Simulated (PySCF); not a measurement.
C3H15NSi4

```xyz
23

C     0.0034    2.1496   -0.9193
Si    0.2537    0.4335   -0.1533
N    -1.2791   -0.2884    0.2967
Si   -2.6158    0.7529    0.7015
Si   -1.4117   -2.0259    0.3286
C     1.5571    0.3576    1.2593
Si    2.6874   -0.7787    0.2134
C     1.3969   -0.7048   -1.1943
H     0.9541    2.5686   -1.2309
H    -0.4475    2.8337   -0.2097
H    -0.6431    2.1029   -1.7889
H    -3.1364    1.3822   -0.5165
H    -3.6543   -0.0613    1.3262
H    -2.1394    1.7777    1.6337
H    -2.5183   -2.3806    1.2154
H    -0.1590   -2.5822    0.8424
H    -1.6793   -2.5178   -1.0284
H     2.0024    1.3104    1.5318
H     1.1985   -0.0956    2.1792
H     2.9155   -2.1128    0.7749
H     3.9766   -0.1699   -0.1312
H     1.7644   -0.2582   -2.1139
H     0.9689   -1.6660   -1.4607
```

Geometry: GFN2-xTB.

Method: PySCF, PBE0/pcSseg-1, SCF density, gas phase, non-relativistic.

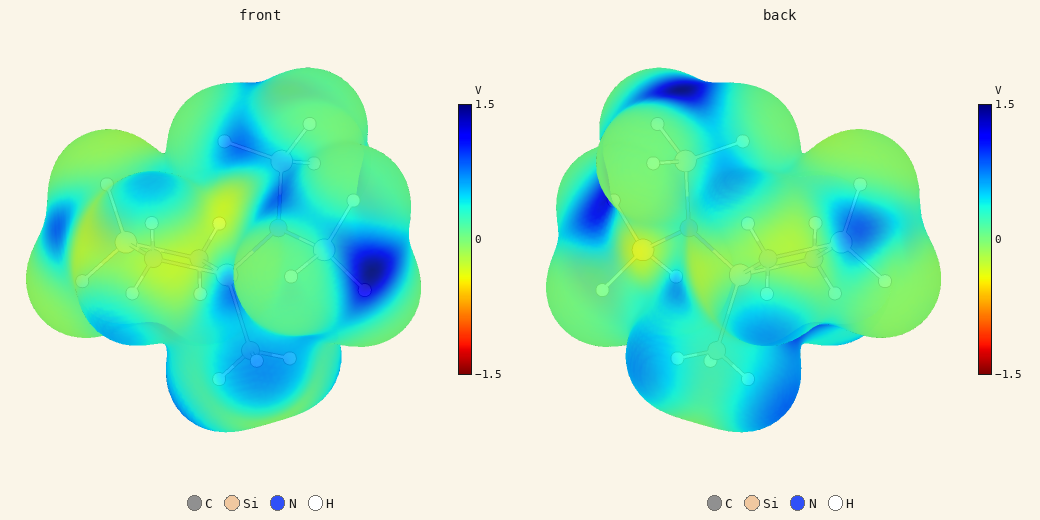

Figure 1. The electrostatic potential painted on the density surface at 0.002 e/bohr³, seen from the front and from behind; red is negative and blue positive.

> Which sites attract a positive test charge, and which a negative one?

A positive charge is drawn to the negative regions and a negative charge to the positive ones. The most negative region (about −0.3 V) lies over N3 and C6, the most positive (about +1.3 V) over Si4 and Si5.

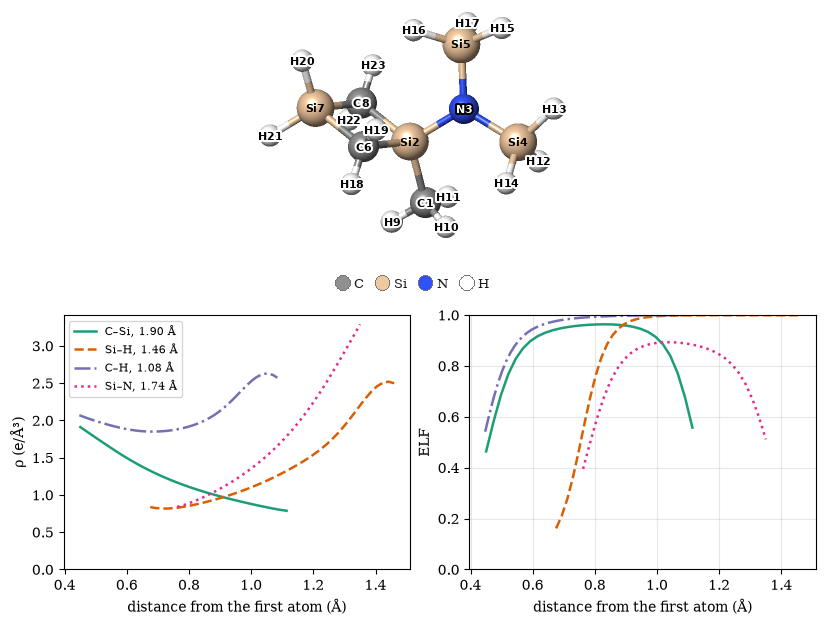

Figure 2. Total electron density and ELF along straight lines between neighbouring atoms. The curves leave out the atomic cores. The structure is drawn too.

> Compare the contacts.

C–Si (1.90 Å): ρ is about 0.93 e/Å³ halfway; the ELF peaks at about 0.95 between the atoms: localised, covalent bonding.
Si–H (1.46 Å): ρ at the midpoint is about 0.82 e/Å³; the ELF climbs to about 1 towards the hydrogen, as it does in any bond to H.
C–H (1.08 Å): ρ at the midpoint is about 1.9 e/Å³; the ELF climbs to about 1 towards the hydrogen; a covalent bond by its length.
Si–N (1.74 Å): ρ at the midpoint is about 1 e/Å³; the ELF peaks at about 0.90 between the atoms: a polar covalent bond.
